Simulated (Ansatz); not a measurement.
**How fast states decay through Zn3CdTe4**

Wanted: the relaxed cell of Zn3CdTe4, its band edges and its decay constants. It is built by putting Te for S in the Zn3CdS4 structure of space group P-43m, with the volume rescaled by atomic radii. The parent structure comes from the Materials Project.

Main program and level: Ansatz 0.2.0; r2SCAN DFT, plane waves, PAW files, in the first sound run; inputs show where later runs differ.

The structure was built from a prototype and need not be the compound's stable phase.

## Step 1: Starting point

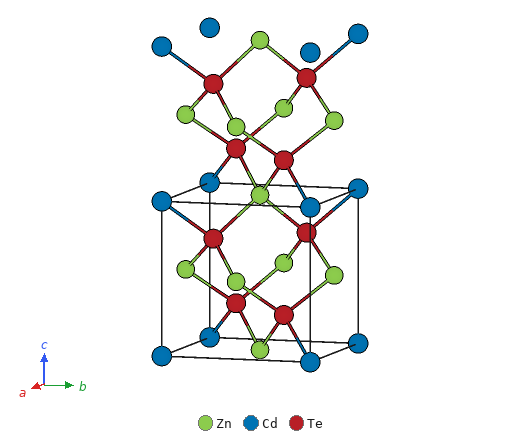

Start, viewed slightly off an axis; zinc green, cadmium blue, tellurium red. 1×1×2 cells are drawn. Bonds to atoms that aren't drawn are left out. Some periodic images of atoms are drawn too.

## Step 2: Relaxing the new crystal

The substituted atoms don't fit the parent's cell, so cell and atoms relax together. A small smearing keeps the run stable in case the gap closes on the way.

The input, input.yaml:

```yaml
crystal:
  lattice:
    - [5.9603568305, 0.0, 0.0]
    - [0.0, 5.9603568305, 0.0]
    - [0.0, 0.0, 5.9603568305]
  atoms:
    - { symbol: Zn, position: [0.0, 0.5, 0.5] }
    - { symbol: Zn, position: [0.5, 0.0, 0.5] }
    - { symbol: Zn, position: [0.5, 0.5, 0.0] }
    - { symbol: Cd, position: [0.0, 0.0, 0.0] }
    - { symbol: Te, position: [0.26268019, 0.26268019, 0.26268019] }
    - { symbol: Te, position: [0.73731981, 0.73731981, 0.26268019] }
    - { symbol: Te, position: [0.26268019, 0.73731981, 0.73731981] }
    - { symbol: Te, position: [0.73731981, 0.26268019, 0.73731981] }
kpoints:
  mp_grid: { grid: [4, 4, 4] }
scf:
  occupations: { method: gaussian, width: 0.03 }
hamiltonian:
  xc: r2scan
output:
  forces: true
  stress: true
relax:
  f_tol: 0.02
  max_steps: 60
  cell: {}
```

Command:

```
$ ansatz run input.yaml --threads 2 --pin off --max-ram 4096MiB --backend cpu --events-out ev --progress --plain --runs-dir out
```

Numbers of over 12 decimals in the logs are rounded to 6 here.

The program printed:

```text
Engine: ansatz 0.2.0, x86_64-unknown-linux-gnu
Pseudopotentials: kind: paw
Pseudopotential: Zn, paw, valence charge 12, recommended cutoff 500 eV (meta_gga), Zn.paw.azcp
Pseudopotential: Cd, paw, valence charge 20, recommended cutoff 500 eV (meta_gga), Cd.paw.azcp
Pseudopotential: Te, paw, valence charge 16, recommended cutoff 500 eV (meta_gga), Te.paw.azcp
Functional definition: r2SCAN
  parameter k0 = 0.174
  parameter k1 = 0.065
  parameter a1 = 4.9479
  exchange = r2scan_x(k0 = k0, k1 = k1, a1 = a1)
  correlation = r2scan_c
Crystal: 8 atoms, lattice volume = 211.747 Å³
Basis set: ecut = 500 eV, 5449 PW (Γ), exchange–correlation on 180×180×180 points (64 copies of the dense FFT grid, shifted against one another)
Bands: 72, of which v1, the nominal top of the filled ones, is band 60 counted from 1 (59 counted from 0)
Symmetry: 24 space group operations
Space group: P-43m (ITA 215), of the structure as read, at distance tolerance 6.0e-5 Å
k-points: 10 of 64 (time reversal used)
Non-local potential: Zn, projectors of the file, l = 0: 2, l = 1: 2, l = 2: 3, l = 3: 1
Non-local potential: Cd, projectors of the file, l = 0: 3, l = 1: 2, l = 2: 2, l = 3: 1
Non-local potential: Te, projectors of the file, l = 0: 2, l = 1: 2, l = 2: 2, l = 3: 2
PAW form: soft (Blöchl's): semilocal exchange-correlation on the pseudo side does not see the compensation charge
PAW frozen core: Zn, regenerated for the run's functional (the file was generated under x = pbe(κ = 0.804, μ = 0.219515), c = pbe(β = 0.066725))
PAW frozen core: Cd, regenerated for the run's functional (the file was generated under x = pbe(κ = 0.804, μ = 0.219515), c = pbe(β = 0.066725))
PAW frozen core: Te, regenerated for the run's functional (the file was generated under x = pbe(κ = 0.804, μ = 0.219515), c = pbe(β = 0.066725))
PAW one-centre angular grid: Zn, 590 points (default); XC on 261 of its mesh's 2673 points in the sphere
PAW one-centre angular grid: Cd, 590 points (default); XC on 160 Gauss nodes
PAW one-centre angular grid: Te, 590 points (default); XC on 160 Gauss nodes
Initial density: superposition of atomic densities (neutral atoms: chi_scale 0, normalization atom), corrected by the library's trained network
Initial wavefunctions: pseudopotential atomic-orbital guess
Functional: x = r2scan, c = r2scan; τ floored in thin density (d = 2e-4 eV/Å³)
SCF iter   1: F=—  HF=-46228.224177 eV  |F-HF|=—  |Δ(HF+E_count)|=         —  Δρ=1.14e-2  dr2=1.37e-1  dr2_τ=2.17e-2  ethr=1.77e-3  ⟨swp⟩=7.6  Hψ=3047  notcnv=0  defer=7
preconditioner: auto → Resta (q_TF=auto, 2.482 Å⁻¹)  ε∞=4.5  [insulator: Δε(μ)=1.921 eV  Ē_g=11.563 eV  σ=0.030 eV  W_gap=1.00  n_scr=56 (ndim 8)  ℏωp=21.7 eV  f_vac=0.093  D(μ)=0.00/eV (n_scr^D=0)  ε∞_Penn≈4.5]
SCF iter   2: F=—  HF=-46228.246501 eV  |F-HF|=—  |Δ(HF+E_count)|=   2.23e-2  Δρ=1.76e-3  dr2=4.03e-3  dr2_τ=8.68e-4  ethr=1.14e-4  ⟨swp⟩=2.9  Hψ=1250  notcnv=0  defer=58
SCF iter   3: F=—  HF=-46228.241765 eV  |F-HF|=—  |Δ(HF+E_count)|=   4.74e-3  Δρ=2.39e-3  dr2=5.44e-3  dr2_τ=1.58e-4  ethr=3.36e-6  ⟨swp⟩=2.0  Hψ=1180  notcnv=0  defer=28
automatic band count: iteration 3 solves 69 bands in place of 72: the levels show a gap, and the empty bands left out lie too high to hold charge; the band table lists the bands solved (type scf.n_extra_bands for more)
SCF iter   4: F=—  HF=-46228.242042 eV  |F-HF|=—  |Δ(HF+E_count)|=   2.77e-4  Δρ=4.95e-4  dr2=3.11e-4  dr2_τ=9.86e-6  ethr=3.36e-6  ⟨swp⟩=2.0  Hψ=811  notcnv=0  defer=28
SCF iter   5: F=—  HF=-46228.242144 eV  |F-HF|=—  |Δ(HF+E_count)|=   1.03e-4  Δρ=1.28e-4  dr2=3.60e-5  dr2_τ=1.76e-6  ethr=2.59e-7  ⟨swp⟩=2.0  Hψ=1258  notcnv=0  defer=28
SCF iter   6: F=—  HF=-46228.242114 eV  |F-HF|=—  |Δ(HF+E_count)|=   3.08e-5  Δρ=5.04e-5  dr2=4.23e-6  dr2_τ=6.68e-8  ethr=3.00e-8  ⟨swp⟩=2.0  Hψ=1007  notcnv=0  defer=28
SCF iter   7: F=—  HF=-46228.242115 eV  |F-HF|=—  |Δ(HF+E_count)|=   1.31e-6  Δρ=1.30e-5  dr2=3.17e-7  dr2_τ=6.84e-9  ethr=3.52e-9  ⟨swp⟩=2.0  Hψ=1262  notcnv=0  defer=28
SCF iter   8: F=-46228.242115 eV  HF=-46228.242115 eV  |F-HF|=1.61e-8  |Δ(HF+E_count)|=   1.30e-7  Δρ=3.76e-6  dr2=3.58e-8  dr2_τ=9.35e-10  ethr=8.33e-11  ⟨swp⟩=5.0  Hψ=2617  notcnv=0
SCF 1 converged in 8 iterations: F = -46228.242115 eV  dr2 = 3.58e-8
  greatest PAW one-centre occupation: 1.001 electrons in one spin orbital (limit 2), on the Cd atom at site 3 (counted from 0), in its partial waves of l = 1
relax step   1: F+E_penalty+E_count = -46228.24211506 eV  Δ(F+E_penalty+E_count) = +0.000e0 eV  max|allowed force component| = 1.903e-1 eV/Å  Δτ_max = 0.0000 Å  P = +8.248 GPa  Ω = 211.747 Å³  (8 SCF iters, dr2 threshold 1.00e-7 eV, accepted)
Crystal: 8 atoms, lattice volume = 244.275 Å³
Basis set: ecut = 500 eV, 6187 PW (Γ), exchange–correlation on 180×180×180 points (64 copies of the dense FFT grid, shifted against one another)
Initial density: handed on by an earlier stage of this run
Initial wavefunctions: those handed on with the density
iter 1 solved again at ethr=8.32e-5 eV; its pass at ethr=3.10e-3 eV (dr2=9.99e-2 eV) is discarded
SCF iter   1: F=—  HF=-46227.692756 eV  |F-HF|=—  |Δ(HF+E_count)|=         —  Δρ=6.57e-3  dr2=9.96e-2  dr2_τ=8.29e-1  ethr=8.32e-5  ⟨swp⟩=2.2  Hψ=4562  notcnv=0
automatic band count: iteration 1 solves 69 bands in place of 72: the levels show a gap, and the empty bands left out lie too high to hold charge; the band table lists the bands solved (type scf.n_extra_bands for more)
preconditioner: auto → Resta (q_TF=auto, 2.423 Å⁻¹)  ε∞=4.9  [insulator: Δε(μ)=1.602 eV  Ē_g=10.237 eV  σ=0.030 eV  W_gap=1.00  n_scr=56 (ndim 8)  ℏωp=20.2 eV  f_vac=0.153  D(μ)=0.00/eV (n_scr^D=0)  ε∞_Penn≈4.9]
SCF iter   2: F=—  HF=-46228.912289 eV  |F-HF|=—  |Δ(HF+E_count)|=    1.22e0  Δρ=2.43e-3  dr2=2.08e-2  dr2_τ=5.50e-4  ethr=8.30e-5  ⟨swp⟩=4.5  Hψ=1540  notcnv=0
SCF iter   3: F=—  HF=-46228.911806 eV  |F-HF|=—  |Δ(HF+E_count)|=   4.84e-4  Δρ=1.47e-3  dr2=8.40e-3  dr2_τ=9.06e-5  ethr=1.74e-5  ⟨swp⟩=2.0  Hψ=978  notcnv=0  defer=11
SCF iter   4: F=—  HF=-46228.912382 eV  |F-HF|=—  |Δ(HF+E_count)|=   5.76e-4  Δρ=3.55e-4  dr2=6.14e-4  dr2_τ=2.49e-5  ethr=7.00e-6  ⟨swp⟩=2.0  Hψ=1100  notcnv=0  defer=11
SCF iter   5: F=—  HF=-46228.912468 eV  |F-HF|=—  |Δ(HF+E_count)|=   8.69e-5  Δρ=1.92e-4  dr2=8.63e-5  dr2_τ=1.44e-6  ethr=5.12e-7  ⟨swp⟩=2.0  Hψ=1199  notcnv=0  defer=11
SCF iter   6: F=—  HF=-46228.912532 eV  |F-HF|=—  |Δ(HF+E_count)|=   6.39e-5  Δρ=1.67e-4  dr2=5.82e-5  dr2_τ=5.29e-7  ethr=7.19e-8  ⟨swp⟩=3.0  Hψ=1151  notcnv=0  defer=11
[...]
Crystal: 8 atoms, lattice volume = 241.600 Å³
Basis set: ecut = 500 eV, 6043 PW (Γ), exchange–correlation on 180×180×180 points (64 copies of the dense FFT grid, shifted against one another)
iter 1 solved again at ethr=1.92e-6 eV; its pass at ethr=3.10e-3 eV (dr2=2.30e-3 eV) is discarded
SCF iter   1: F=—  HF=-46228.901986 eV  |F-HF|=—  |Δ(HF+E_count)|=         —  Δρ=1.00e-3  dr2=2.50e-3  dr2_τ=3.03e-2  ethr=1.92e-6  ⟨swp⟩=2.1  Hψ=3821  notcnv=0
automatic band count: iteration 1 solves 69 bands in place of 72: the levels show a gap, and the empty bands left out lie too high to hold charge; the band table lists the bands solved (type scf.n_extra_bands for more)
preconditioner: auto → Resta (q_TF=auto, 2.428 Å⁻¹)  ε∞=4.9  [insulator: Δε(μ)=1.510 eV  Ē_g=10.324 eV  σ=0.030 eV  W_gap=1.00  n_scr=56 (ndim 8)  ℏωp=20.3 eV  f_vac=0.127  D(μ)=0.00/eV (n_scr^D=0)  ε∞_Penn≈4.9]
SCF iter   2: F=—  HF=-46228.923388 eV  |F-HF|=—  |Δ(HF+E_count)|=   2.14e-2  Δρ=5.40e-4  dr2=5.32e-4  dr2_τ=1.73e-5  ethr=1.92e-6  ⟨swp⟩=2.3  Hψ=1383  notcnv=0
SCF iter   3: F=—  HF=-46228.923418 eV  |F-HF|=—  |Δ(HF+E_count)|=   2.98e-5  Δρ=2.21e-4  dr2=8.89e-5  dr2_τ=2.40e-6  ethr=4.44e-7  ⟨swp⟩=2.7  Hψ=1191  notcnv=0
SCF iter   4: F=—  HF=-46228.923449 eV  |F-HF|=—  |Δ(HF+E_count)|=   3.17e-5  Δρ=5.40e-5  dr2=9.61e-6  dr2_τ=3.12e-7  ethr=7.40e-8  ⟨swp⟩=2.0  Hψ=1170  notcnv=0
SCF iter   5: F=—  HF=-46228.923454 eV  |F-HF|=—  |Δ(HF+E_count)|=   4.99e-6  Δρ=2.62e-5  dr2=1.49e-6  dr2_τ=3.62e-8  ethr=8.01e-9  ⟨swp⟩=2.0  Hψ=1279  notcnv=0
SCF iter   6: F=-46228.923454 eV  HF=-46228.923455 eV  |F-HF|=8.45e-7  |Δ(HF+E_count)|=   4.11e-7  Δρ=2.07e-5  dr2=5.74e-7  dr2_τ=6.40e-9  ethr=6.67e-10  ⟨swp⟩=5.3  Hψ=2929  notcnv=0
SCF 3 converged in 6 iterations: F = -46228.923454 eV  dr2 = 5.74e-7
relax step   3: F+E_penalty+E_count = -46228.92345384 eV  Δ(F+E_penalty+E_count) = -1.094e-2 eV  max|allowed force component| = 5.332e-2 eV/Å  Δτ_max = 0.0263 Å  P = -0.078 GPa  Ω = 241.600 Å³  energy of the carried Pulay correction = -5.880e-3 eV  (6 SCF iters, dr2 threshold 8.00e-7 eV, accepted)
[...]
relax step   4: F+E_penalty+E_count = -46228.92536715 eV  Δ(F+E_penalty+E_count) = -1.913e-3 eV  max|allowed force component| = 1.786e-3 eV/Å  Δτ_max = 0.0088 Å  P = -0.038 GPa  Ω = 241.323 Å³  energy of the carried Pulay correction = -5.829e-3 eV  (6 SCF iters, dr2 threshold 1.78e-7 eV, accepted)
Basis set: ecut = 500 eV, 6043 PW (Γ), exchange–correlation on 192×192×192 points (64 copies of the dense FFT grid, shifted against one another)
Initial wavefunctions: pseudopotential atomic-orbital guess (no wavefunctions were taken with the density)
iter 1 solved again at ethr=3.05e-7 eV; its pass at ethr=3.10e-3 eV (dr2=3.66e-4 eV) is discarded
SCF iter   1: F=—  HF=-46228.931982 eV  |F-HF|=—  |Δ(HF+E_count)|=         —  Δρ=3.44e-4  dr2=2.25e-5  dr2_τ=6.80e-5  ethr=3.05e-7  ⟨swp⟩=3.9  Hψ=4836  notcnv=0
preconditioner: auto → Resta (q_TF=auto, 2.428 Å⁻¹)  ε∞=4.5  [insulator: Δε(μ)=1.535 eV  Ē_g=10.857 eV  σ=0.030 eV  W_gap=1.00  n_scr=56 (ndim 8)  ℏωp=20.3 eV  f_vac=0.128  D(μ)=0.00/eV (n_scr^D=0)  ε∞_Penn≈4.5]
SCF iter   2: F=—  HF=-46228.933884 eV  |F-HF|=—  |Δ(HF+E_count)|=   1.90e-3  Δρ=2.19e-4  dr2=2.86e-5  dr2_τ=1.49e-5  ethr=1.87e-8  ⟨swp⟩=2.0  Hψ=1200  notcnv=0
SCF iter   3: F=—  HF=-46228.934162 eV  |F-HF|=—  |Δ(HF+E_count)|=   2.78e-4  Δρ=5.44e-5  dr2=6.25e-7  dr2_τ=1.51e-6  ethr=1.87e-8  ⟨swp⟩=2.0  Hψ=987  notcnv=0
SCF iter   4: F=—  HF=-46228.934134 eV  |F-HF|=—  |Δ(HF+E_count)|=   2.76e-5  Δρ=6.62e-6  dr2=8.58e-8  dr2_τ=7.07e-9  ethr=5.21e-10  ⟨swp⟩=2.2  Hψ=1291  notcnv=0
SCF iter   5: F=—  HF=-46228.934134 eV  |F-HF|=—  |Δ(HF+E_count)|=   1.10e-7  Δρ=2.91e-6  dr2=8.81e-9  dr2_τ=9.02e-10  ethr=7.15e-11  ⟨swp⟩=2.0  Hψ=1080  notcnv=0
SCF iter   6: F=—  HF=-46228.934134 eV  |F-HF|=—  |Δ(HF+E_count)|=   2.05e-8  Δρ=1.01e-6  dr2=9.06e-10  dr2_τ=3.28e-10  ethr=7.35e-12  ⟨swp⟩=2.0  Hψ=1320  notcnv=0
SCF iter   7: F=—  HF=-46228.934134 eV  |F-HF|=—  |Δ(HF+E_count)|=   5.51e-9  Δρ=2.39e-7  dr2=8.07e-11  dr2_τ=1.61e-11  ethr=1.00e-12  ⟨swp⟩=2.0  Hψ=1320  notcnv=0
SCF iter   8: F=-46228.934134 eV  HF=-46228.934134 eV  |F-HF|=2.18e-11  |Δ(HF+E_count)|=  3.78e-10  Δρ=5.41e-8  dr2=1.06e-11  dr2_τ=1.30e-13  ethr=1.00e-12  ⟨swp⟩=4.6  Hψ=2569  notcnv=0
SCF 5 converged in 8 iterations: F = -46228.934134 eV  dr2 = 1.06e-11
relax step   5: F+E_penalty+E_count = -46228.93413427 eV  Δ(F+E_penalty+E_count) = -8.767e-3 eV  max|allowed force component| = 1.855e-3 eV/Å  Δτ_max = 0.0000 Å  P = -0.007 GPa  Ω = 241.323 Å³  stress off target by 7.22e-3 GPa  SCF on the basis re-selected at this cell (its energy is not comparable with the rows above)  (8 SCF iters)
basis re-selected at this cell: Δ(F+E_penalty+E_count) = -8.767e-3 eV, ΔP = +0.031 GPa vs the last step (what re-selecting the basis moved, of the pressure what is left beyond the Pulay correction that the steps carried, after the strain that the cell walked since its last selection, with what the two solves' SCF thresholds leave and, on support functions, any second-order correction that the steps lacked; it is no measure of the basis error at this ecutwfc). The dense FFT grid was sized anew with the basis: this SCF ran on 48×48×48 points, the steps before it on 45×45×45, so part of this shift can come from that change (see relax.cell in the input reference). [rest of the remark cut]
SCF converged after 8 iterations
Free energy (F): -46228.934134 eV
Harris-Foulkes:  -46228.934134 eV  (|F-HF|=2.18e-11)
Internal energy: -46228.934134 eV  (E = F + TS)
E sigma→0 (E₀):  -46228.934134 eV
Fermi energy:    7.479825 eV
--- Per-component energies (eV) ---
  E_band       = -1707.781950
  E_kinetic    = 1616.690600
  E_local      = -15496.870522  (includes V_loc(G=0)·N_el)
  E_nonlocal   = 647.200864
  E_hartree    = 7842.313634
  E_xc         = -999.263845
  E_vxc        = -851.210224  (∫ρ·V_xc dr)
  E_paw        = -28403.920797  (= ΣΔE_a)
  E_vpaw       = -3361.602221  (= ΣTr[D̂ρ^β])
  E_aug_tail   = -0.000324  (compensation charges beyond the density's cutoff)
  E_vtau       = 53.382737  (kinetic-family band-sum trace: ∫τ·v_τ [+ j·A + Jᵃ·Aᵃ] dr)
  E_ewald      = -11435.110539
  E_core_change = 0.026795  (= ΣΔE_core)
  E_smearing   = -0.000000  (= −TS)
  E_closure    = 0.000000  (closes the sum)
  Σ components = -46228.934134   (vs F -46228.934134, Δ=0.00e0)
--- Forces (eV/Å), atoms counted from 1 ---
  atom   1  Zn    -0.00000000     0.00000000    -0.00000000
  atom   2  Zn     0.00000000    -0.00000000    -0.00000000
  atom   3  Zn     0.00000000    -0.00000000    -0.00000000
  atom   4  Cd     0.00000000     0.00000000    -0.00000000
  atom   5  Te     0.00185499     0.00185499     0.00185499
  atom   6  Te    -0.00185499    -0.00185499     0.00185499
  atom   7  Te     0.00185499    -0.00185499    -0.00185499
  atom   8  Te    -0.00185499     0.00185499    -0.00185499
  max |Σ_I F_I| component: 5.57e-17 eV/Å
--- Stress (GPa, compression-positive) ---
       -0.007224       0.000000       0.000000
        0.000000      -0.007224       0.000000
        0.000000       0.000000      -0.007224
  P = ⅓ Tr σ = -0.0072 GPa (-0.072 kbar)
--- Relaxed structure (4 steps of the walk, 4 accepted, 1 SCFs on fresh bases) ---
  F+E_penalty+E_count = -46228.93413427 eV   max|allowed force component| = 1.855e-3 eV/Å   (the final SCF, on the basis selected at the relaxed cell)
  cell:  # Å, volume = 241.3232 Å³
    - [6.225865, 0, 0]
    - [0, 6.225865, 0]
    - [0, 0, 6.225865]
  atoms:
    - { symbol: Zn, position: [1.0914133532450312e-19, 0.5, 0.5] }
    - { symbol: Zn, position: [0.5, 0, 0.5] }
    - { symbol: Zn, position: [0.5, 0.5, 0] }
    - { symbol: Cd, position: [1.091413353245051e-19, 0, 0] }
    - { symbol: Te, position: [0.259657, 0.259657, 0.259657] }
    - { symbol: Te, position: [0.740343, 0.740343, 0.259657] }
    - { symbol: Te, position: [0.259657, 0.740343, 0.740343] }
    - { symbol: Te, position: [0.740343, 0.259657, 0.740343] }
```

Elapsed: 43 s, on 2 threads of Intel Xeon Platinum 8488C (Sapphire Rapids), shared host; peak memory 1 GiB.

Step by step:

| step | energy less that of the first step (eV) | largest force component (eV/Å) | pressure (GPa) | volume (Å³) |
| --- | --- | --- | --- | --- |
| 1 | 0.0000 | 0.1903 | 8.25 | 211.75 |
| 2 | -0.6704 | 0.0990 | -0.61 | 244.27 |
| 3 | -0.6813 | 0.0533 | -0.08 | 241.60 |
| 4 | -0.6833 | 0.0018 | -0.04 | 241.32 |
| 5* | -0.6920 | 0.0019 | -0.01 | 241.32 |

Relaxation steps marked * repeat the geometry before them on a plane-wave basis chosen anew for their cell, so energy and pressure can jump there.

Forces are held to the 24 operations that the run works with; a distortion that breaks them can't arise in this run.

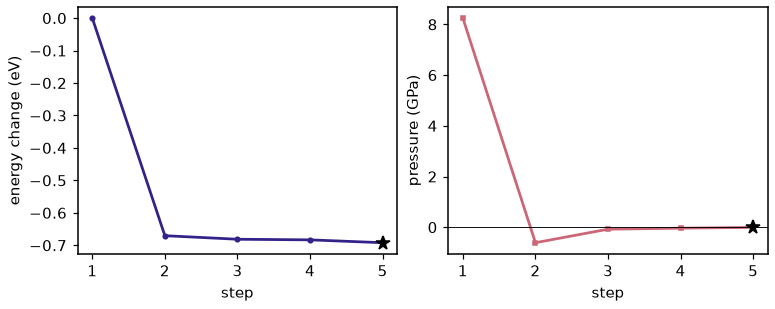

Energy and pressure along the relaxation. Stars mark steps on a basis chosen anew.

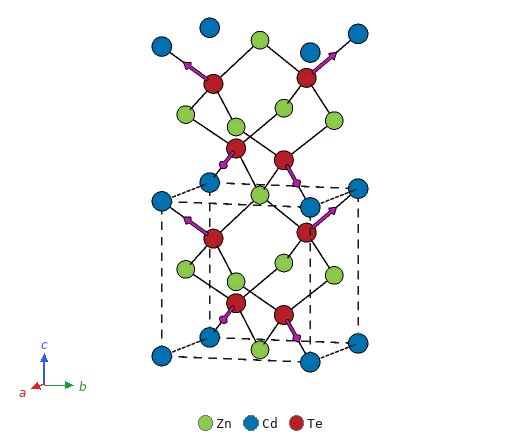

Displacements in the relaxation, exaggerated, measured against the changing cell; the longest in the cell stands for 0.03 Å. Bonds to atoms that aren't drawn are left out. 1×1×2 cells are drawn. Some periodic images of atoms are drawn too.

| conventional cell, symmetrised | before | after | change |
| --- | --- | --- | --- |
| a (Å) | 5.960 | 6.226 | +4.5 % |
| b (Å) | 5.960 | 6.226 | +4.5 % |
| c (Å) | 5.960 | 6.226 | +4.5 % |
| volume (Å³/atom) | 26.47 | 30.17 | +14.0 % |

The atoms that moved most (Å, as changes of fractional coordinates times the final cell):

| atom | dx | dy | dz | length |
| --- | --- | --- | --- | --- |
| Te7 | -0.019 | 0.019 | 0.019 | 0.033 |
| Te8 | 0.019 | -0.019 | 0.019 | 0.033 |
| Te6 | 0.019 | 0.019 | -0.019 | 0.033 |
| Te5 | -0.019 | -0.019 | -0.019 | 0.033 |

Numbers from this step:

```yaml
free_energy: -46228.9341 eV
fermi_energy: 7.480 eV
pressure: -0.007224 GPa
```

The largest force component on a free atom ends at 0.0019 eV/Å.

(Part 1 of 3 ends here.)

[Logs are printed without paths, hosts, clocks, repeated set-up lines and the standing remarks that a program may print on its own settings, such as how far it seeks lower states.]

[Hosts, paths, dates, database ids (printed as entryN), source tags and the programs' standing remarks are cut or masked in the printed files.]
